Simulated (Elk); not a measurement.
# E(q) of TlCrTe2, part 2 of 2

Wanted: E(q) for TlCrTe2 and its minimum.

Elk 11.2.3 (patched build); LDA (Perdew-Wang) with U = 4.38 eV on Cr d; all-electron APW+lo, Dirac cores, scalar-relativistic bands.

So far. Step 2 (Reference state): After 32 cycles the largest moment stands at 3.52 μB.

## (3) One pass at q = (0.25, 0, 0)

One diagonalisation in the potential of q = 0; by the force theorem the spiral's energy is the band energy with the smearing's entropy term, less that of a like pass at q = 0. The total energy that such a pass prints is not self-consistent and is not used.

Input file elk.in:

```
tasks
  1

xctype
  3

rgkmax
  7.0

nempty
  12

swidth
  0.005

reducebf
  0.6

epsengy
  1e-06

maxscl
  1

lmaxi
  3

spinsprl
  .true.

spinpol
  .true.

vqlss
  0.250000 0.000000 0.000000

sppath
  './'

avec
  7.76645877359 0.00000000000 0.00000000000
  -3.88322938679 6.72595059531 0.00000000000
  0.00000000000 0.00000000000 15.02121258479

atoms
  3
  'Cr.in'
  1
  0.0000000000 0.0000000000 0.5000000000   -0.000300 0.000000 0.000000
  'Tl.in'
  1
  0.0000000000 0.0000000000 0.0000000000   0.000000 0.000000 0.000000
  'Te.in'
  2
  0.6666666700 0.3333333300 0.6833026200   0.000000 0.000000 0.000000
  0.3333333300 0.6666666700 0.3166973800   0.000000 0.000000 0.000000

ngridk
  8 8 8

dft+u
  1 1
  1 2 0.160962 0.000000
```

On the command line:

```console
> OMP_NUM_THREADS=4 elk
```

Numbers of over 12 decimals in the logs are rounded to 6 here.

The program printed:

```text
Warning(gndstate): core states of species 3 leak from the muffin-tin :   0.4041982760E-03
Warning(gndstate): forces or DFT+U at lmaxo under 8 : 6
  [figures from our tests cut]: type lmaxo 8 and lmaxapw 10

--- INFO.OUT ---
┌─────────────────────────┐
│ Elk code version 11.2.3 │
└─────────────────────────┘

All units are atomic (Hartree, Bohr, etc.)

┌──────────────────────────────────────────┐
│ Ground-state run resuming from STATE.OUT │
└──────────────────────────────────────────┘

Lattice vectors :
   7.766458774       0.000000000       0.000000000
  -3.883229387       6.725950595       0.000000000
   0.000000000       0.000000000       15.02121258

Species : 1 (Cr)
 muffin-tin radius :    2.400000000
 atomic positions (lattice), magnetic fields (Cartesian) :
  1 :   0.00000000  0.00000000  0.00000000    0.00000000  0.00000000  0.00000000

Species : 2 (Tl)
 muffin-tin radius :    2.800000000
 atomic positions (lattice), magnetic fields (Cartesian) :
  1 :   0.00000000  0.00000000  0.50000000    0.00000000  0.00000000  0.00000000

Species : 3 (Te)
 muffin-tin radius :    2.600000000
 atomic positions (lattice), magnetic fields (Cartesian) :
  1 :   0.66666667  0.33333333  0.18330262    0.00000000  0.00000000  0.00000000
  2 :   0.33333333  0.66666667  0.81669738    0.00000000  0.00000000  0.00000000

Total number of atoms per unit cell :    4
Total muffin-tin volume :    297.1025116
 ratio of muffin-tin to unit cell volume :   0.3786383655

Spin treatment :
 spin-polarised
 global magnetic field (Cartesian) :    0.000000000       0.000000000       0.000000000
 non-collinear magnetisation
 spin-spiral state assumed
  q-vector (lattice)   :   0.2500000000       0.000000000       0.000000000
  q-vector (Cartesian) :   0.2022538679      0.1167713251       0.000000000
  q-vector length      :   0.2335426501

Number of Bravais lattice symmetries :    4
Number of crystal symmetries         :    2
Crystal has no inversion symmetry
Complex Hermitian eigensolver will be used

k-point grid :      8     8     8
k-point offset :    0.000000000       0.000000000       0.000000000
k-point set is reduced with full crystal symmetry group
Total number of k-points :      288

Muffin-tin radius times maximum |G+k| :    7.000000000
 using average radius
Maximum |G+k| for APW functions       :    2.692307692
Maximum (1/2)|G+k|²                   :    3.624260355
Maximum |G| for potential and density :    12.00000000
Constant for pseudocharge density :    8
 order of it for each species :   15  15  15
 order of it for pair densities of each species (exact exchange by exxq0 0: 15) :    8  11  10
Radial integration step length :    1

G-vector grid sizes :     30    30    60
Number of G-vectors :    22971

Maximum angular momentum used for
 APW functions            :    8
 outer part of muffin-tin :    6

Number of empty states         :     48
[...]
Perdew-Wang/Ceperley-Alder, Phys. Rev. B 45, 13244 (1992)
 gradient requirement :    0
 local density approximation (LDA)

DFT+U calculation
 fully localised limit (FLL)
 see Phys. Rev. B 52, R5467 (1995)
 species : 1 (Cr), l = 2, U =   0.16096200, J =   0.00000000

Smearing type :    3
 Fermi-Dirac
Smearing width :   0.5000000000E-02
Effective electronic temperature (K) :    1578.875124

Mixing type :    3
 Broyden mixing, J. Phys. A: Math. Gen. 17, L317 (1984)

Potential read in from STATE.OUT

┌──────────────────────────────┐
│ Self-consistent loop started │
└──────────────────────────────┘

┌─────────────────┐
│ Loop number : 1 │
└─────────────────┘

Reached self-consistent loops maximum

Energies :
 Fermi                       :     0.183618
 sum of occupied eigenvalues :     -21386.290974717
 electron kinetic            :      38915.534537439
 core electron kinetic       :      38245.623175043
 Coulomb                     :     -73066.051379914
 Coulomb potential           :     -59295.224765428
 nuclear-nuclear             :     -2911.8218648116
 electron-nuclear            :     -81064.005175654
 Hartree                     :      10909.775660551
 Madelung                    :     -43418.438997200
 xc potential                :     -1006.3840117343
 xc effective B-field        :    -0.216434
 external B-field            :      0.000000
 exchange                    :     -738.14593361687
 correlation                 :     -20.491439966984
 DFT+U                       :     0.239037
 electron entropic           :    -0.24296190129949E-02
 total energy                :     -34908.917609086
 (external B-field energy excluded from total)

Density of states at Fermi energy :    27.08070192
 (states/Hartree/unit cell)

Estimated indirect band gap :   0.1596698875E-02
 from k-point 63 to k-point 75
Estimated direct band gap   :   0.7267937913E-02
 at k-point 73

Charges :
 core                        :    144.0000000
 valence                     :    65.00000000
 interstitial                :    6.955822535
 muffin-tins (core leakage)
  species : 1 (Cr)
   atom 1                    :    22.54503358     ( -0.3576939781E-05)
  species : 2 (Tl)
   atom 1                    :    79.46712408     (  0.2976831612E-04)
  species : 3 (Te)
   atom 1                    :    50.01600360     (  0.4041982760E-03)
   atom 2                    :    50.01601620     (  0.4041982760E-03)
 total in muffin-tins        :    202.0441775
 total calculated charge     :    208.9983168
 total charge                :    209.0000000
 error                       :   0.1683157526E-02

Moments :
 interstitial                :   0.1725994818      0.6692688705E-04  0.1688212282E-04
 muffin-tins
  species : 1 (Cr)
   atom 1                    :    3.510983914      0.5735460857E-03  0.8808372916E-05
  species : 2 (Tl)
   atom 1                    :  -0.1031901536E-01 -0.9028751072E-05  0.8712541373E-05
  species : 3 (Te)
   atom 1                    :  -0.1567675093      0.9108526155E-02  0.1481531965E-04
   atom 2                    :  -0.1568089824     -0.9318885110E-02  0.6763248130E-05
 total in muffin-tins        :    3.187088407      0.3541583793E-03  0.3909948207E-04
 total moment                :    3.359687888      0.4210852664E-03  0.5598160490E-04

┌──────────────────────────────┐
│ Self-consistent loop stopped │
└──────────────────────────────┘

Warning : core states of species 3 leak from the muffin-tin :   0.4041982760E-03

Warning : forces or DFT+U at lmaxo under 8 : 6
```

Run time: 3 min. Hardware: 4 threads of Arm Neoverse N1, shared host; peak memory 0.72 GiB.

Numbers from this step:

```yaml
magnetization: 3.360, 0, 0 μB
final_state: spiral
largest_moment: 3.511 μB
```

Moments of a spiral are printed for the first cell, in the frame that turns with it; over the crystal the turning parts cancel.

By that sum this spiral lies +42.9 meV a seeded atom from q = 0.

## (4) One pass at q = (0.5, 0, 0)

elk.in: that of step 3 with these lines changed.

```diff
@@ -34,3 +34,3 @@
 vqlss
-  0.250000 0.000000 0.000000
+  0.500000 0.000000 0.000000
```

On the command line:

```console
> OMP_NUM_THREADS=4 elk
```

The program printed:

```text
Warning(gndstate): core states of species 3 leak from the muffin-tin :   0.4041982760E-03
Warning(gndstate): forces or DFT+U at lmaxo under 8 : 6
  [figures from our tests cut]: type lmaxo 8 and lmaxapw 10

--- INFO.OUT ---
┌─────────────────────────┐
│ Elk code version 11.2.3 │
└─────────────────────────┘

All units are atomic (Hartree, Bohr, etc.)

┌──────────────────────────────────────────┐
│ Ground-state run resuming from STATE.OUT │
└──────────────────────────────────────────┘

Lattice vectors :
[...]
species : 3 (Te)
   atom 1                    :  -0.6325512939E-01  0.4865910684E-01  0.1193976203E-04
   atom 2                    :  -0.6337567502E-01 -0.4889816530E-01 -0.1280808354E-05
 total in muffin-tins        :    3.374813759      0.3642594381E-03  0.3359966719E-04
 total moment                :    3.584648207      0.4543012056E-03  0.4336659430E-04

┌──────────────────────────────┐
│ Self-consistent loop stopped │
└──────────────────────────────┘

Warning : core states of species 3 leak from the muffin-tin :   0.4041982760E-03

Warning : forces or DFT+U at lmaxo under 8 : 6

[key lines of the parts left out:]
total energy                :     -34908.913275225
```

The job ended after 2.9 min (4 threads; peak memory 0.72 GiB; 11 min of CPU time).

Numbers from this step:

| Quantity | Value |
| --- | --- |
| magnetization | 3.585, 0, 0 μB |
| final state | spiral |
| largest moment | 3.492 μB |

By that sum this spiral lies +117.2 meV a seeded atom from q = 0.

## (5) A faulty input

A slip in the input shows what the program catches and what it lets pass.

Input file elk.in:

```
tasks
  0

xctype
  3

rgkmax
  7.0

nempty
  0

swidth
  0.005

reducebf
  0.6

epsengy
  1e-06

maxscl
  100

lmaxi
  3

spinsprl
  .true.

spinpol
  .true.

vqlss
  0.250000 0.250000 0.000000

sppath
  './'

avec
  7.76645877359 0.00000000000 0.00000000000
  -3.88322938679 6.72595059531 0.00000000000
  0.00000000000 0.00000000000 15.02121258479

atoms
  3
  'Cr.in'
  1
  0.0000000000 0.0000000000 0.5000000000   -0.300000 0.000000 0.000000
  'Tl.in'
  1
  0.0000000000 0.0000000000 0.0000000000   0.000000 0.000000 0.000000
  'Te.in'
  2
  0.6666666700 0.3333333300 0.6833026200   0.000000 0.000000 0.000000
  0.3333333300 0.6666666700 0.3166973800   0.000000 0.000000 0.000000

ngridk
  8 8 8

dft+u
  1 1
  1 2 0.160962 0.000000
```

On the command line:

```console
> OMP_NUM_THREADS=4 elk
```

The program printed:

```text
┌─────────────────────────────────┐
│ Elk code version 11.2.3 started │
└─────────────────────────────────┘

Error(readinput): nempty <= 0 :    0.000000000
```

Wall time 0.02 s (4 threads); peak memory 0.05 GiB.

The program refused the input before any cycle.

The fault put into the input: no empty states.

Spin-polarised states are built from the spinless ones, so without empty states the majority spin has nowhere to go; ten or more an atom are usual.

## (6) E(q)

Wavevectors, in fractions of the reciprocal vectors: (0, 0, 0); (0.25, 0, 0); (0.5, 0, 0); (0.25, 0.25, 0); (0, 0, 0); (0, 0, 0.25); (0, 0, 0.5). The path runs through Γ, M, near K, Γ, A.

Energy less that at q = 0, frozen potential against path:

```tsv
path (Å⁻¹)	energy less that at q = 0, frozen potential (meV a seeded atom)
0.000	0
0.441	42.9
0.883	117
1.324	107
2.088	0
2.286	-2.28
2.484	4.53
```

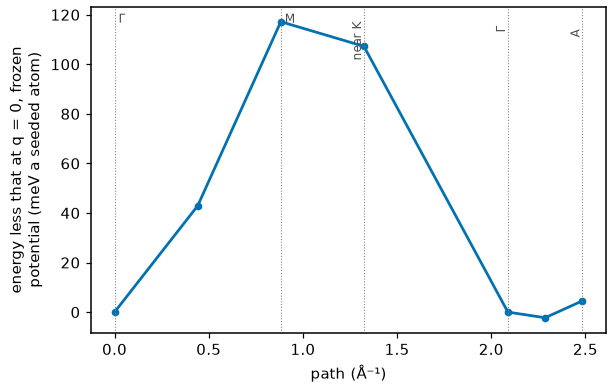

Energy less that at q = 0, frozen potential against path.

## (7) Results

```
lowest point  : (0, 0, 0.25), -2.28 meV a seeded atom (frozen potential)
highest point : (0.5, 0, 0), 117 meV a seeded atom
```

A spiral at (0, 0, 0.25) lies 2.3 meV under the state at q = 0; the true minimum can lie between the points or off the path. The force theorem is exact for small turns only; a flat spiral at large q turns neighbours far. The mesh is the same for all points and was not tested: differences of a few meV, and of some ten in a metal, can be noise.

[Logs and program files are shortened in this print: banners, set-up blocks, solver, clock and traceback lines can be left out without a mark of their own.]

[Logs are printed without paths, hosts, clocks, repeated set-up lines and the standing remarks that a program may print on its own settings, such as how far it seeks lower states.]

[Hosts, paths, dates, database ids (printed as entryN), source tags and the programs' standing remarks are cut or masked in the printed files.]

[Where a cell is said to come from a database of computed structures, the database is the Materials Project.]
